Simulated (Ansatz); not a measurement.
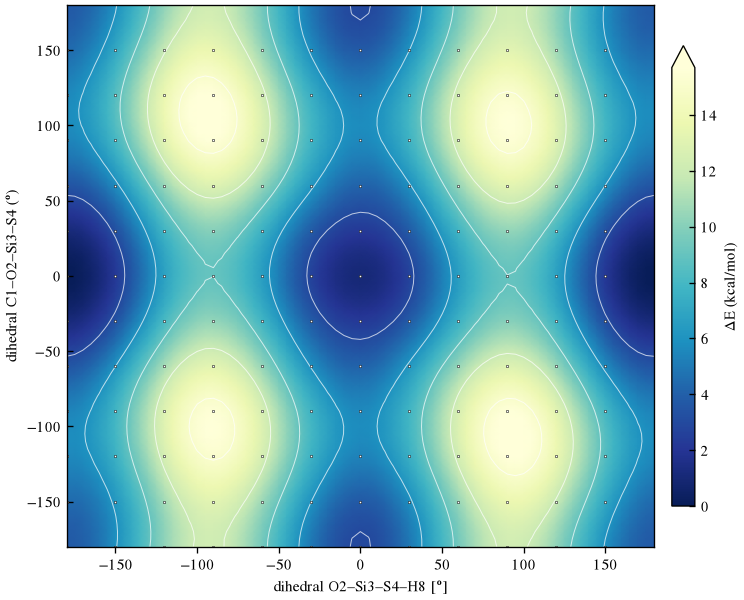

CH₄OSSi, SMILES CO[Si]S. 
- First axis: dihedral O2–Si3–S4–H8. Second axis: dihedral C1–O2–Si3–S4.
- Nothing is relaxed (all other coordinates rigid).
- The scan uses a 12 × 12 grid; 143 points were computed and 1 follow by symmetry.
- Points are written as (first, second).
- Energies: kcal/mol, counted from the lowest grid point.
- Method: RHF/def2-TZVP (Ansatz).

In the figure: a smooth colour map with a few white contour lines, dots at the grid points, one colour for all values above the top of the scale. Between grid points the surface is interpolated.

The lowest grid point is at (−180°, 0°). Higher local minima lie near (0°, 0°) (1.0 kcal/mol above the lowest at that grid point); (0°, −180°) (2.9 kcal/mol above the lowest at that grid point); (−180°, −180°) (3.7 kcal/mol above the lowest at that grid point). The highest grid point, (−90°, 120°), lies 15.7 kcal/mol above the lowest. On the interpolated surface the easiest way out of the lowest well to the well at (−180°, −180°) passes a barrier of about 5.7 kcal/mol. Round the minimum the two coordinates are nearly uncoupled.

The level of theory is changed to RKS PBE0-D4/def2-TZVP (Ansatz); with it change the reference geometry, relaxed at the new level; the new grid has 15 × 15 points, laid about the new relaxed structure.

### What will the new map look like?

The minimum (interpolated where it lies between grid points) moves from (−180°, 0°) to about (−180°, 0°). The span from the lowest to the highest grid point grows from 15.7 to 17.1 kcal/mol. The easiest pass out of the lowest well goes from about 5.7 to about 7 kcal/mol on the interpolated surfaces. The curvature at the minimum changes by less than a tenth (about 0.73) eV/rad² along dihedral O2–Si3–S4–H8 and from about 0.42 to 0.48 eV/rad² along dihedral C1–O2–Si3–S4.

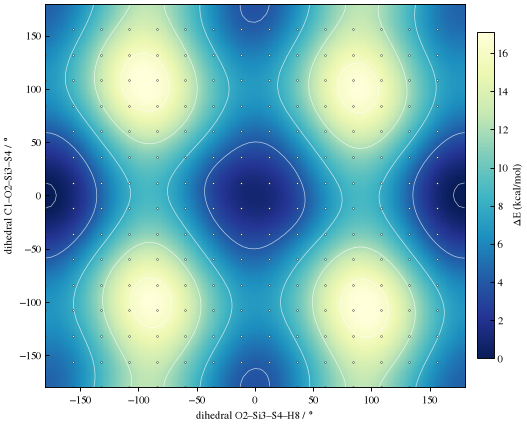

The map after the change, on a colour scale of its own. The picture shows a smooth colour map with a few white contour lines, dots at the grid points. Between grid points the surface is interpolated.
